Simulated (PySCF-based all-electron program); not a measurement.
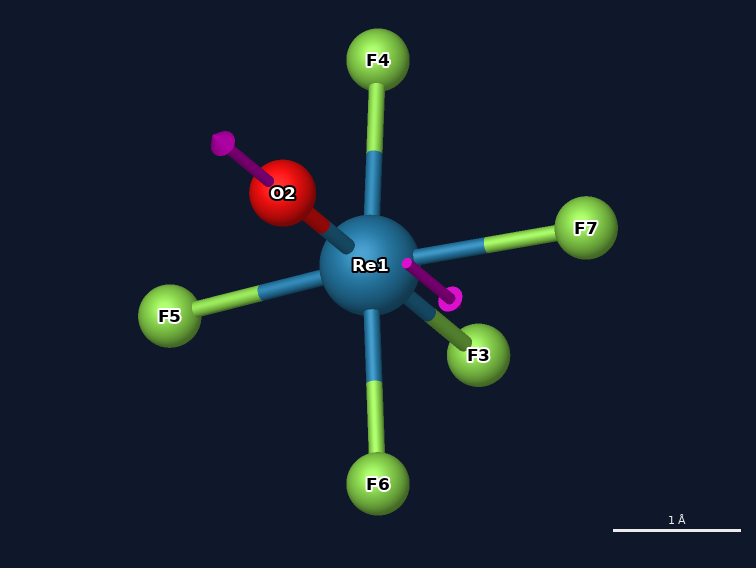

Arrows show the forces on the atoms, 0.07 Å of arrow for 1 eV/Å; forces under a tenth of the largest aren't drawn. The species is neutral and a spin singlet. Level of theory: PBE, all-electron, scalar-relativistic (Koelling-Harmon), large uncontracted Gaussian sets (PySCF-based all-electron program).

Q: Along which bond is the force strongest?

A: Re1–O2, now 1.534 Å: the forces push its atoms apart, so a first step downhill lengthens it.

List the force components in the frame of the picture (x right, y up, z towards the viewer), in eV/Å.

| atom | Fx | Fy | Fz |
| --- | --- | --- | --- |
| Re1 | 6.11 | −5.06 | −10.98 |
| O2 | −6.41 | 5.31 | 11.52 |
| F3 | 0.31 | −0.26 | −0.56 |
| F4 | 0.00 | 0.17 | −0.07 |
| F5 | −0.17 | −0.03 | −0.07 |
| F6 | 0.00 | −0.16 | 0.08 |
| F7 | 0.16 | 0.04 | 0.08 |
